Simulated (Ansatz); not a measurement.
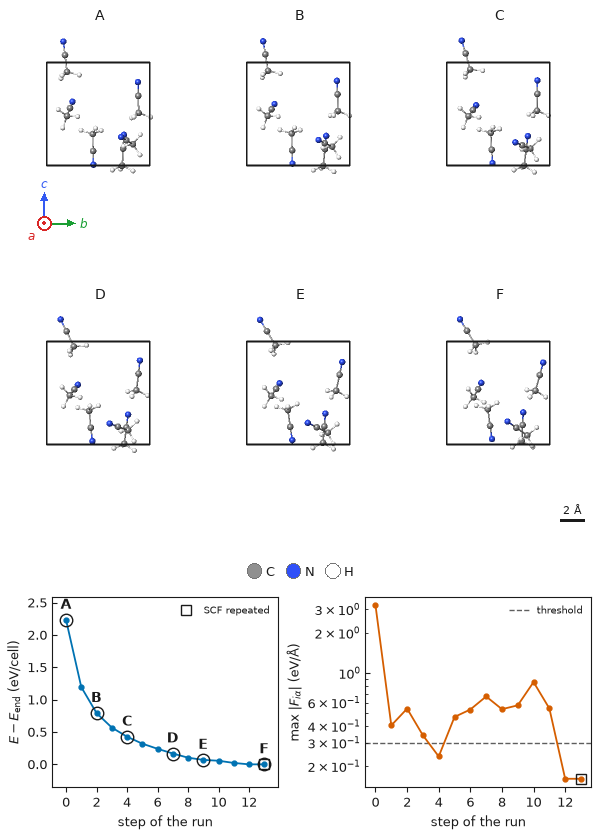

Frames of a relaxation of an amorphous cell of composition H₃C₂N, marked on the history of the run. A ball-and-stick model of the cell of the calculation, seen along the a axis.

The cell holds 6 CH3CN. The run prepares the start of a later molecular dynamics calculation, from a guessed geometry.

These are results of Ansatz 0.2.0, DFT r2SCAN-D3(BJ), scalar-relativistic, plane waves, PAW, not measurements.

Input
```yaml
accuracy: low
crystal:
  lattice:
    - [8.78762, 0.0, 0.0]
    - [0.0, 8.78762, 0.0]
    - [0.0, 0.0, 8.78762]
  atoms:
    - { symbol: C, position: [0.2779132, 0.1956681, 0.4807006] }
    - { symbol: C, position: [0.1334426, 0.2247832, 0.5576058] }
    - { symbol: "N", position: [0.016908, 0.2482685, 0.6196401] }
    - { symbol: H, position: [0.3448178, 0.3001442, 0.474482] }
    - { symbol: H, position: [0.3429579, 0.1100807, 0.5429432] }
    - { symbol: H, position: [0.2573546, 0.1543308, 0.3653805] }
    - { symbol: C, position: [0.0270542, 0.8916112, 0.5104623] }
    - { symbol: C, position: [0.0203165, 0.887848, 0.6765174] }
    - { symbol: "N", position: [0.0148816, 0.8848124, 0.8104628] }
    - { symbol: H, position: [0.0151193, 1.0083962, 0.4698549] }
    - { symbol: H, position: [0.1358527, 0.8464196, 0.4710828] }
    - { symbol: H, position: [-0.0646146, 0.8229194, 0.4624163] }
    - { symbol: C, position: [0.6442863, 0.4454576, 0.3055114] }
    - { symbol: C, position: [0.6641259, 0.4490693, 0.1405047] }
    - { symbol: "N", position: [0.6801291, 0.4519825, 0.007405] }
    - { symbol: H, position: [0.5576811, 0.5275827, 0.3399376] }
    - { symbol: H, position: [0.6086956, 0.3321126, 0.3417929] }
    - { symbol: H, position: [0.7511854, 0.473893, 0.3620284] }
    - { symbol: C, position: [0.9198276, 0.8358056, 0.2061058] }
    - { symbol: C, position: [1.0684786, 0.7723039, 0.244891] }
    - { symbol: "N", position: [1.1883852, 0.7210814, 0.2761763] }
    - { symbol: H, position: [0.8785452, 0.9075704, 0.2987111] }
    - { symbol: H, position: [0.9282984, 0.9044609, 0.1029319] }
    - { symbol: H, position: [0.8380254, 0.744347, 0.1867701] }
    - { symbol: C, position: [0.4645675, 0.7320993, -0.0015399] }
    - { symbol: C, position: [0.4759381, 0.7409843, 0.1640669] }
    - { symbol: "N", position: [0.48511, 0.7481512, 0.2976508] }
    - { symbol: H, position: [0.5061667, 0.8372628, -0.0529238] }
    - { symbol: H, position: [0.5324933, 0.6371585, -0.0439956] }
    - { symbol: H, position: [0.3462755, 0.7150261, -0.0353875] }
    - { symbol: C, position: [0.1122383, 0.1955144, 0.9086765] }
    - { symbol: C, position: [0.088883, 0.1761015, 1.072113] }
    - { symbol: "N", position: [0.0700438, 0.1604425, 1.2039463] }
    - { symbol: H, position: [0.1101985, 0.3161826, 0.8792627] }
    - { symbol: H, position: [0.2220303, 0.1479798, 0.8752647] }
    - { symbol: H, position: [0.0224938, 0.1373485, 0.8454878] }
basis:
  ecutwfc: 500.0
kpoints:
  mp_grid: { grid: [1, 1, 1] }
hamiltonian:
  xc: r2scan
  dispersion: d3bj
scf:
  occupations: { method: fermi_dirac, width: 0.02 }
  lower_state_search: "off"
relax:
  f_tol: 0.3
  max_steps: 15
  adjacent_minimum: "off"
```

Command:
```bash
ansatz run input.yaml --threads 2 --pin off --max-ram 5120MiB --backend cpu --events-out ev --progress --plain --runs-dir out
```

> What happens along the run?

N21 moves most: 1.54 Å along [−2 −3 −1]. Largest moves by element: N 1.54 Å, H 1.50 Å, C 1.25 Å. The cell doesn't change. Among the contacts that change: C14–N15 1.178 → 1.155 Å, C20–N21 1.178 → 1.157 Å, C13–C14 1.461 → 1.444 Å, C1–C2 1.461 → 1.446 Å. The energy falls by 2.234 eV per cell of the calculation in 12 accepted moves (13 points after the start). Largest force component: 3.2 eV/Å at the start, 0.16 eV/Å at the end. 1 step only repeated the SCF at the same geometry. The forces were under the threshold at step 4, but the run went on from there. From step 0 to 2: N21 moves most (0.39 Å), energy −1.441 eV per cell of the calculation. From step 2 to 4: N21 moves most (0.37 Å), energy −0.365 eV per cell of the calculation. From step 4 to 7: N atoms move most (0.58 Å), energy −0.260 eV per cell of the calculation. From step 7 to 9: N and H atoms move most (0.36 Å), energy −99.0 meV per cell of the calculation. From step 9 to 13: H24 moves most (0.39 Å), energy −68.7 meV per cell of the calculation.

| step | E − E(0), meV/atom | largest force component, eV/Å | note |
| --- | --- | --- | --- |
| 0 | 0.00 | 3.2114 |  |
| 1 | -28.88 | 0.4052 |  |
| 2 | -40.03 | 0.5412 |  |
| 3 | -46.25 | 0.3413 |  |
| 4 | -50.18 | 0.2371 |  |
| 5 | -53.16 | 0.4689 |  |
| 6 | -55.37 | 0.5331 |  |
| 7 | -57.39 | 0.6675 |  |
| 8 | -59.19 | 0.5360 |  |
| 9 | -60.14 | 0.5727 |  |
| 10 | -60.50 | 0.8556 |  |
| 11 | -61.45 | 0.5429 |  |
| 12 | -62.05 | 0.1614 |  |
| 13 | -62.05 | 0.1612 | same geometry, SCF repeated |

Limits of the set-up: the program's low-accuracy preset was used.
